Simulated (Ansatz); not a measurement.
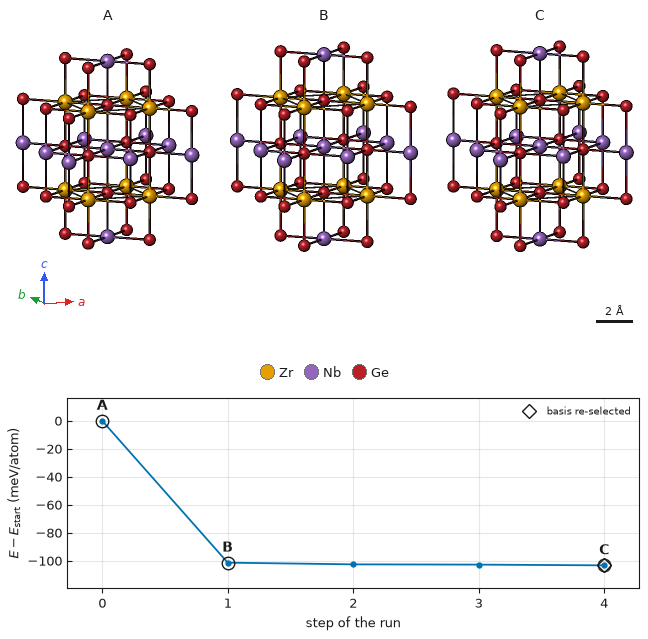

Frames of a relaxation of crystalline ZrNbGe2 (a generated structure, set up in P4/mmm) (coarse preliminary run), marked on the history of the run. Style: ball-and-stick. Shown: the cell of the calculation, slightly off an axis.

Computed with DFT PBE, scalar-relativistic, plane waves, PAW in Ansatz. Settings: plane-wave cutoff 420 eV; k-point mesh 6 × 6 × 4; occupations gaussian; smearing width 0.1 eV; no spin polarisation; cell and atoms relaxed; force threshold 0.04 eV/Å; at most 70 steps.

What happens along the run?

Answer. The energy falls by 103 meV per atom in 3 accepted moves (4 points after the start). All forces vanish by symmetry, so only the cell relaxes. The pressure goes from 16.38 to 0.04 GPa. The SCF was repeated once at an unchanged geometry on a basis and grid sized afresh for the cell, which shifted the energy by 0.5 meV per atom at most. The atoms keep their places relative to the cell (all moves are under 0.005 Å). The volume changes by +10.8 %, with a = b 3.717 → 3.806 Å (+2.4 %), c 5.041 → 5.328 Å (+5.7 %). Near-neighbour distances that change, for instance: Ge–Zr 2.520 → 2.664 Å, Ge–Nb 2.520 → 2.664 Å, Ge–Nb 2.629 → 2.691 Å, Ge–Zr 2.629 → 2.691 Å. The space group stays P4/mmm (No. 123). Cost: 45 s on 1 thread of Intel(R) Xeon(R) Processor @ 2.50GHz (Skylake/Cascade Lake), with other jobs on the host, peak memory 0.43 GiB. From step 0 to 1: volume +10.5 %, energy −101 meV per atom. From step 1 to 4: volume +0.3 %, energy −1.9 meV per atom.
